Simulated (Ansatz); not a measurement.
# C2H4AlBS: what the fields show

Input

```
crystal:
  periodic: [false, false, false]
  atoms:
    - {symbol: B, position_ang: [0.301098, 1.568356, -1.575609]}
    - {symbol: S, position_ang: [0.704885, -0.138349, -1.409388]}
    - {symbol: C, position_ang: [0.096622, -0.589348, 0.165615]}
    - {symbol: C, position_ang: [0.159711, -1.815663, 0.766950]}
    - {symbol: Al, position_ang: [-0.692942, -0.575859, 1.851290]}
    - {symbol: H, position_ang: [-0.270454, 2.141840, -0.701126]}
    - {symbol: H, position_ang: [0.630533, 2.089579, -2.596381]}
    - {symbol: H, position_ang: [0.597400, -2.733551, 0.380231]}
    - {symbol: H, position_ang: [-1.438352, 0.006593, 3.101319]}
basis:
  gaussian: {orbitals: def2-TZVPP}
hamiltonian: {xc: pbe0, dispersion: d4}
output: {orbitals: {seedname: orbitals}}
```

Launched as:

```sh
ansatz run in.yaml --threads 2 --pin off --events-out ev --progress --plain --max-ram 4352MiB
```

Geometry: PBE0-D4/def2-TZVP.

All numbers below come from RKS PBE0-D4/def2-TZVPP (Ansatz 0.2.0).

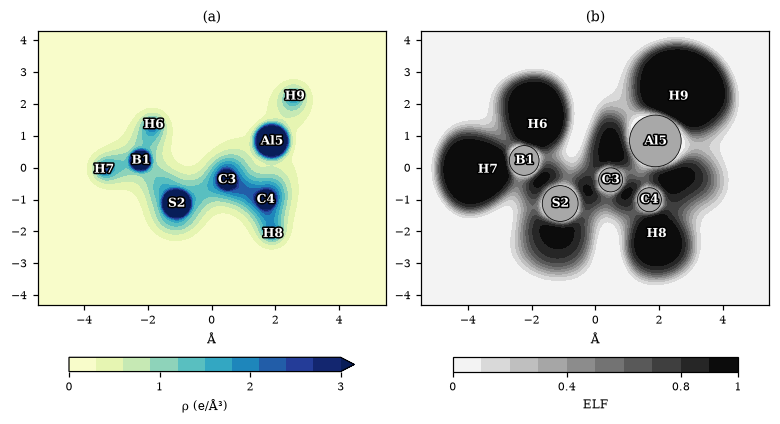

Figure 1. (a) total electron density; (b) electron localisation function on the molecular plane. Grey discs cover the atomic cores in the ELF map.

Read the bonding off the picture.

Answer. Atoms in the plane: B, S, C, Al and H.
C–C (1.37 Å): ρ at the midpoint is about 2.2 e/Å³; the ELF peaks at about 0.90 between the atoms: localised, covalent bonding.
C–S (1.75 Å): ρ at the midpoint is about 1.4 e/Å³; the ELF peaks at about 0.90 between the atoms: localised, covalent bonding.
B–S (1.76 Å): ρ is about 1.3 e/Å³ halfway; the ELF peaks at about 0.95 between the atoms; localised, covalent bonding.
C–Al (1.85 Å): the density is about 0.71 e/Å³ at the midpoint; the ELF peaks at about 0.75 in the valence shell of C, 0.7 Å from its nucleus, and is about 0.50 at the midpoint.
C–H (1.09 Å): ρ is about 2 e/Å³ halfway; the ELF climbs to about 1 towards the hydrogen, as it does in any bond to H (a covalent bond by its length).
The ELF also peaks beside S2, away from the bonds: lone-pair regions.

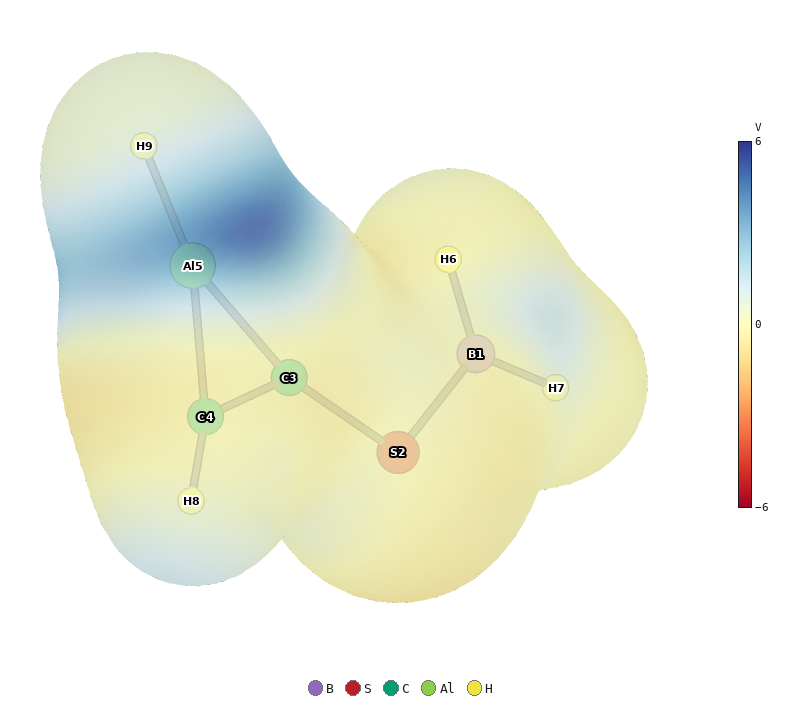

Figure 2. The electrostatic potential painted on the density surface at 0.004 e/bohr³, seen at a tilt; the colour scale runs from red (negative) to blue (positive).

Describe the electrostatic potential map.

Answer. The most negative region (about −0.6 V) lies over S2 and C4, the most positive (about +5.0 V) over Al5.

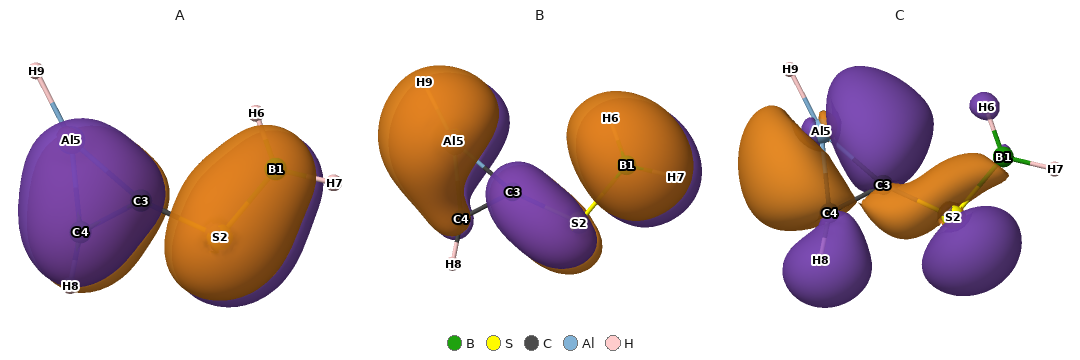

Figure 3. Three frontier orbitals at ±0.06 Å⁻³ᐟ² (orange and purple are the two phases), in no order.

Order the three orbitals by energy and name them.

Answer. A is the HOMO−1 (−7.35 eV). Its weight (Hirshfeld) is mainly on S2 (about 40 %), C4 (about 25 %), C3 (about 15 %), B1 (about 10 %) and Al5 (about 10 %); it changes sign across the molecular plane (π type); π-bonding across C3–C4, C3–Al5 and C4–Al5; π-antibonding (a node) across S2–C3. C is the HOMO (−6.81 eV). Its weight (Hirshfeld) is mainly on C3 (about 25 %), Al5 (about 25 %), C4 (about 25 %), S2 (about 20 %) and H8 (about 5 %); it is symmetric in the molecular plane (an in-plane orbital: σ, lone-pair or in-plane π type). B is the LUMO (−1.45 eV). It lies mainly on B1 (about 40 %), Al5 (about 25 %), S2 (about 15 %) and C3 (about 5 %); it changes sign across the molecular plane (π type); π-bonding across S2–C3; π-antibonding (a node) across B1–S2.

What is the HOMO–LUMO gap?

Answer. 5.36 eV between the orbital energies.
